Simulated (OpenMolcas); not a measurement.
# Si5H10 (SMILES [SiH2]1[SiH2][SiH2][SiH2][SiH2]1): a chain of runs

Aim: the energy (HF/ANO-RCC-MB), then the energy (CASSCF(2,2)/ANO-RCC-VDZP), then the energy along one coordinate (CASPT2(2,2)/ANO-RCC-VDZP), then the energy along one coordinate (SC-NEVPT2(2,2)/ANO-RCC-VDZP), then an energy scan (MC-PDFT[tPBE](2,2)/ANO-RCC-VDZP) of Si5H10. 

Program for the calculation: OpenMolcas 26.06.

## (1) The system as given

Si5H10: 15 atoms, total charge 0, spin state singlet. SMILES: `[SiH2]1[SiH2][SiH2][SiH2][SiH2]1`. The coordinates come from a PBE0-D4/def2-TZVP relaxation. This is one conformer, not always the lowest.

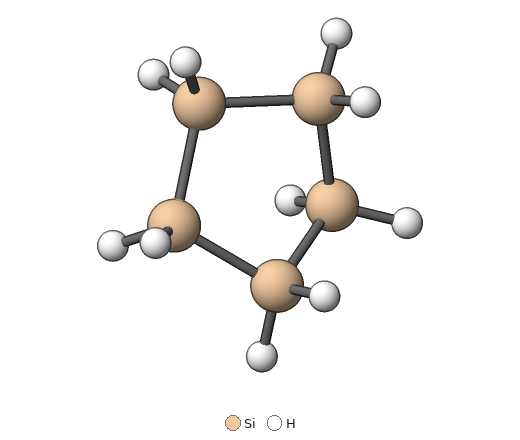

Viewed from a chosen angle; silicon light orange, hydrogen white.

## (2) The energy at HF/ANO-RCC-MB (DKH2) (run 1)

geom.xyz

```xyz
15

Si    -1.084060     1.459050     0.707660
Si    -0.059090    -0.250640     1.935200
Si     1.685310    -0.847370     0.493250
Si     0.606660    -0.977730    -1.585910
Si    -1.132210     0.611030    -1.483210
H     -0.194180     2.654660     0.740620
H     -2.428560     1.852980     1.210560
H      0.385250     0.161940     3.294480
H     -1.000910    -1.399120     2.063570
H      2.395090    -2.100510     0.869400
H      2.671440     0.270290     0.461680
H      0.014450    -2.335600    -1.746080
H      1.530020    -0.729740    -2.727130
H     -0.952370     1.690690    -2.492650
H     -2.436840    -0.059940    -1.741430
```

step1.input

```
* H10Si5 Hartree-Fock
>>> EXPORT MOLCAS_PRINT=2

&GATEWAY
  Coord=geom.xyz
  Basis=ANO-RCC-MB
  Group=NoSym

&SEWARD

&SCF
  PrOrbitals=0

&LOCALISATION
  Occupied
  Freeze
  Pipek-Mezey

&LOCALISATION
  FileOrb=$Project.LocOrb
  Virtual
  Pipek-Mezey
```

Launch:

```sh
$ export MOLCAS_MEM=1860
$ pymolcas step1.input > step1.log
```

What it wrote:

```text
--- Start Module: gateway ---
[...]
--- Stop Module: gateway /rc=_RC_ALL_IS_WELL_ ---
[...]
      Basis functions           55
[...]
       Convergence after   7 Iterations
[...]
::    Total SCF energy                              -1453.2200713011
[...]
      Total spin, S                                     0.0000000000
[...]
      Total electronic charge=   80.000000
      Total            charge=   -0.000000
[...]
      Dipole Moment (debye):
      Origin of the operator (angstrom)=    0.0030   -0.0010    0.0120
                   X=  1.6452E-02               Y= -3.1922E-03               Z=  5.7092E-02           Total=  5.9501E-02
      Quadrupole Moment (debye*angstrom):
[...]
--- Start Module: localisation ---
[...]
--- Stop Module: localisation /rc=_RC_ALL_IS_WELL_ ---
--- Start Module: localisation ---
[...]
--- Stop Module: localisation /rc=_RC_ALL_IS_WELL_ ---
[...]
```

Run time: 11 s. Hardware: 1 thread of AMD EPYC 7R43 (Zen 3), shared host; peak memory 0.41 GiB.

## (3) The energy at CASSCF(2,2)/ANO-RCC-VDZP (DKH2, RICD fitting) (run 2)

geom.xyz is that of step 2.

step2.input

```
&GATEWAY
 Coord=geom.xyz
 Basis=ANO-RCC-MB
 Group=NoSym

&SEWARD

&RASSCF
 FileOrb=$CurrDir/step1.LocOrb
 Alter=2
 1 31 40
 1 41 49
 Spin=1
 Nactel=2 0 0
 Inactive=39
 Ras2=2
 OrbListing=Nothing
>>> COPY $Project.RunFile RUNFIL1
>>> COPY $Project.RasOrb INPORB

&GATEWAY
 Coord=geom.xyz
 Basis=ANO-RCC-VDZP
 Group=NoSym
 RICD

&SEWARD
>>> COPY $Project.RunFile RUNFIL2

&EXPBAS

&RASSCF
 FileOrb=$Project.ExpOrb
 Spin=1
 Nactel=2 0 0
 Inactive=39
 Ras2=2
 OrbListing=Nothing
 OrbAppear=Compact
```

Launch:

```sh
$ export MOLCAS_MEM=1860
$ pymolcas step2.input > step2.log
```

What it wrote:

```text
--- Start Module: gateway ---
[...]
      Basis functions           55
[...]
      Number of active orbitals                  2
[...]
      Spin quantum number                      0.0
[...]
      Active orbitals                            2
[...]
      Number of CSFs                             3
[...]
      Number of root(s) required                 1
[...]
      Convergence after  9 iterations
[...]
      printout of CI-coefficients larger than  0.05 for root  1
      energy=   -1453.234291
      conf/sym  11     Coeff  Weight
             1  20   0.99356 0.98716
             3  02  -0.11330 0.01284
      Natural orbitals and occupation numbers for root  1
      sym 1:   1.974327   0.025673
      ************************************************************************************************************************
      *                                                    Final results                                                     *
[...]
::    RASSCF root number  1 Total energy:  -1453.23429088
[...]
      Basis functions          140
[...]
      Convergence after 16 iterations
[...]
      Natural orbitals and occupation numbers for root  1
      sym 1:   1.980654   0.019346
      ************************************************************************************************************************
      *                                                    Final results                                                     *
[...]
::    RASSCF root number  1 Total energy:  -1453.57174662
[...]
      Total electronic charge=   80.000000
      Total            charge=   -0.000000
[...]
      Dipole Moment (debye):
      Origin of the operator (angstrom)=    0.0030   -0.0010    0.0120
                   X=  5.4417E-02               Y=  6.6766E-02               Z=  1.0560E-01           Total=  1.3628E-01
      Quadrupole Moment (debye*angstrom):
[...]
```

It took 44 s on 1 thread of AMD EPYC 7R43 (Zen 3), shared host; peak memory 0.41 GiB.

## (4) The energy along one coordinate at CASPT2(2,2)/ANO-RCC-VDZP (DKH2, RICD fitting, ipea shift 0.25 Eh, pt2 variant SS) (run 3)

step3.inp

```
* H10Si5 CASPT2
>>> COPY $CurrDir/step2.RasOrb $Project.RasOrb
>>> ForEach K in (1, 2, 3, 4, 5, 6, 7, 8, 9)

&GATEWAY
  Coord=$CurrDir/point$K.xyz
  Basis=ANO-RCC-VDZP
  Group=NoSym
  RICD

&SEWARD

&RASSCF
  FileOrb=$Project.RasOrb
  Spin=1
  Nactel=2 0 0
  Inactive=39
  Ras2=2
  OrbListing=Nothing
  OrbAppear=Compact

&CASPT2
  Imaginary=0.2
  Frozen=25
>>> EndDo
```

Launch:

```sh
$ export MOLCAS_MEM=1860
$ pymolcas step3.inp > step3.log
```

What it wrote:

```text
[...]
      Basis functions          140
[...]
      Number of active orbitals                  2
[...]
      Spin quantum number                      0.0
[...]
      Active orbitals                            2
[...]
      Number of CSFs                             3
[...]
      Number of root(s) required                 1
[...]
      Convergence after 11 iterations
[...]
      printout of CI-coefficients larger than  0.05 for root  1
      energy=   -1453.560687
      conf/sym  11     Coeff  Weight
             1  20   0.99663 0.99327
             3  02  -0.08204 0.00673
      Natural orbitals and occupation numbers for root  1
      sym 1:   1.986539   0.013461
      ************************************************************************************************************************
      *                                                    Final results                                                     *
[...]
::    RASSCF root number  1 Total energy:  -1453.56068738
[...]
::    CASPT2 Root  1     Total energy:  -1454.04617193
[...]
      Convergence after 11 iterations
[...]
      Natural orbitals and occupation numbers for root  1
      sym 1:   1.980644   0.019356
      ************************************************************************************************************************
      *                                                    Final results                                                     *
[...]
      Convergence after 12 iterations
[...]
      Convergence after 10 iterations
[...]
      Convergence after 11 iterations
[...]
::    RASSCF root number  1 Total energy:  -1453.44640943
[...]
::    CASPT2 Root  1     Total energy:  -1453.92400762
[...]
      Convergence after  9 iterations
[...]
::    RASSCF root number  1 Total energy:  -1453.44231472
[...]
      Reference weight:           0.80290
[...]
::    CASPT2 Root  1     Total energy:  -1453.91931717
[...]
```

It took 4.6 min on 1 thread of AMD EPYC 7R43 (Zen 3), shared host; peak memory 0.17 GiB.

The scan, from its lowest point:

```csv
H6–Si1 (Å),energy (kJ/mol)
1.342,26.1
1.491,0.0
1.640,13.3
1.863,66.0
2.162,151.1
2.534,240.8
2.982,308.7
3.578,346.8
4.472,359.1
```

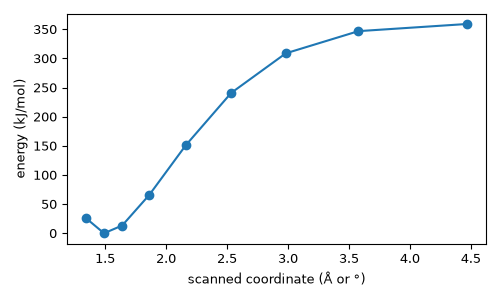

Energy along the scan.

## (5) An energy scan at SC-NEVPT2(2,2)/ANO-RCC-VDZP (DKH2, RICD fitting, pt2 variant SC-NEVPT2) (run 4)

step4.inp

```
* H10Si5 NEVPT2
>>> EXPORT MOLCAS_PRINT=2
>>> COPY $CurrDir/step2.RasOrb $Project.RasOrb
>>> ForEach K in (1, 2, 3, 4, 5, 6, 7, 8, 9)

&GATEWAY
 Coord=$CurrDir/point$K.xyz
 Basis=ANO-RCC-VDZP
 Group=NoSym
 RICD

&SEWARD

&RASSCF
 FileOrb=$Project.RasOrb
 Spin=1
 Nactel=2 0 0
 Inactive=39
 Ras2=2
 OrbListing=Nothing
 OrbAppear=Compact

&CASPT2
 SC-NEVPT2
 Frozen=25
>>> EndDo
```

Launch:

```sh
$ export MOLCAS_MEM=1860
$ pymolcas step4.inp > step4.log
```

What it wrote:

```text
--- Start Module: gateway ---
[...]
      Basis functions          140
[...]
      Number of active orbitals                  2
[...]
      Spin quantum number                      0.0
[...]
      Active orbitals                            2
[...]
      Number of CSFs                             3
[...]
      Number of root(s) required                 1
[...]
      Convergence after 11 iterations
[...]
      printout of CI-coefficients larger than  0.05 for root  1
      energy=   -1453.560687
      conf/sym  11     Coeff  Weight
             1  20   0.99663 0.99327
             3  02  -0.08204 0.00673
      Natural orbitals and occupation numbers for root  1
      sym 1:   1.986539   0.013461
      ************************************************************************************************************************
      *                                                    Final results                                                     *
[...]
::    RASSCF root number  1 Total energy:  -1453.56068738
[...]
::    SC-NEVPT2 Root  1     Total energy:  -1454.04047150
[...]
      Convergence after 11 iterations
[...]
      Natural orbitals and occupation numbers for root  1
      sym 1:   1.980644   0.019356
      ************************************************************************************************************************
      *                                                    Final results                                                     *
[...]
      Convergence after 12 iterations
[...]
      Convergence after 10 iterations
[...]
      Convergence after 11 iterations
[...]
::    RASSCF root number  1 Total energy:  -1453.44640943
[...]
::    SC-NEVPT2 Root  1     Total energy:  -1453.92256628
[...]
      Convergence after  9 iterations
[...]
::    RASSCF root number  1 Total energy:  -1453.44231472
[...]
::    SC-NEVPT2 Root  1     Total energy:  -1453.91823973
[...]
```

It took 4.6 min on 1 thread of AMD EPYC 7R43 (Zen 3), shared host; peak memory 0.17 GiB.

The scan, from its lowest point:

```csv
H6–Si1 (Å),energy (kJ/mol)
1.342,28.1
1.491,0.0
1.640,11.7
1.863,62.7
2.162,146.1
2.534,234.5
2.982,301.2
3.578,337.7
4.472,349.0
```

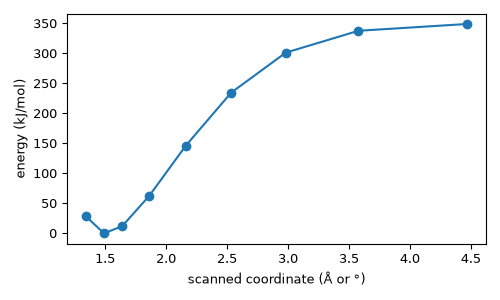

Energy along the scan.

## (6) An energy scan at MC-PDFT[tPBE](2,2)/ANO-RCC-VDZP (DKH2, RICD fitting) (run 5)

step5.inp

```
* H10Si5 MC-PDFT
>>> COPY $CurrDir/step2.RasOrb $Project.RasOrb
>>> ForEach K in (1, 2, 3, 4, 5, 6, 7, 8, 9)

&GATEWAY
 Coord=$CurrDir/point$K.xyz
 Basis=ANO-RCC-VDZP
 Group=NoSym
 RICD

&SEWARD

&RASSCF
 FileOrb=$Project.RasOrb
 Spin=1
 Nactel=2 0 0
 Inactive=39
 Ras2=2
 OrbListing=Nothing
 OrbAppear=Compact

&MCPDFT
 KSDFT=T:PBE
>>> EndDo
```

Launch:

```sh
$ export MOLCAS_MEM=1860
$ pymolcas step5.inp > step5.log
```

What it wrote:

```text
--- Start Module: gateway ---
[...]
      Basis functions          140
[...]
      Number of active orbitals                  2
[...]
      Spin quantum number                      0.0
[...]
      Active orbitals                            2
[...]
      Number of CSFs                             3
[...]
      Number of root(s) required                 1
[...]
      Convergence after 11 iterations
[...]
      printout of CI-coefficients larger than  0.05 for root  1
      energy=   -1453.560687
      conf/sym  11     Coeff  Weight
             1  20   0.99663 0.99327
             3  02  -0.08204 0.00673
      Natural orbitals and occupation numbers for root  1
      sym 1:   1.986539   0.013461
      ************************************************************************************************************************
      *                                                    Final results                                                     *
[...]
::    RASSCF root number  1 Total energy:  -1453.56068738
[...]
::    MCPDFT root number  1 Total energy:  -1455.74959967
[...]
      Convergence after 11 iterations
[...]
      Natural orbitals and occupation numbers for root  1
      sym 1:   1.980644   0.019356
      ************************************************************************************************************************
      *                                                    Final results                                                     *
[...]
      Convergence after 12 iterations
[...]
      Convergence after 10 iterations
[...]
      Convergence after 11 iterations
[...]
::    RASSCF root number  1 Total energy:  -1453.44640943
[...]
::    MCPDFT root number  1 Total energy:  -1455.62266110
[...]
      Convergence after  9 iterations
[...]
::    RASSCF root number  1 Total energy:  -1453.44231472
[...]
::    MCPDFT root number  1 Total energy:  -1455.61878102
[...]
```

It took 5.1 min on 1 thread of AMD EPYC 7R43 (Zen 3), shared host; peak memory 0.1 GiB.

The scan, from its lowest point:

```csv
H6–Si1 (Å),energy (kJ/mol)
1.342,27.3
1.491,0.0
1.640,12.1
1.863,63.5
2.162,148.9
2.534,242.9
2.982,318.3
3.578,360.6
4.472,370.8
```

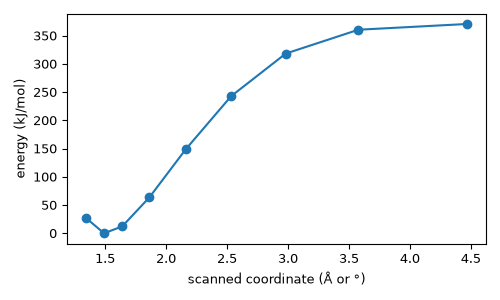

Energy along the scan.

## (7) Results

```
                                                         quantity           value
                               run 1, HF/ANO-RCC-MB: total energy  -1453.22007 Eh
                              run 1, HF/ANO-RCC-MB: dipole moment          0.06 D
                                run 1, HF/ANO-RCC-MB: HOMO energy       -10.99 eV
                                run 1, HF/ANO-RCC-MB: LUMO energy         3.61 eV
                              run 1, HF/ANO-RCC-MB: HOMO–LUMO gap        14.59 eV
                    run 2, CASSCF(2,2)/ANO-RCC-VDZP: total energy  -1453.57175 Eh
  run 2, CASSCF(2,2)/ANO-RCC-VDZP: dipole moment (CASSCF density)          0.14 D
       run 3, CASPT2(2,2)/ANO-RCC-VDZP: lowest energy of the scan  -1454.05611 Eh
    run 4, SC-NEVPT2(2,2)/ANO-RCC-VDZP: lowest energy of the scan  -1454.05118 Eh
run 5, MC-PDFT[tPBE](2,2)/ANO-RCC-VDZP: lowest energy of the scan  -1455.75999 Eh
```

In words: Mulliken charges (run 2, CASSCF(2,2)/ANO-RCC-VDZP) run from -0.11 on H11 to +0.22 on Si4; they depend strongly on the basis.
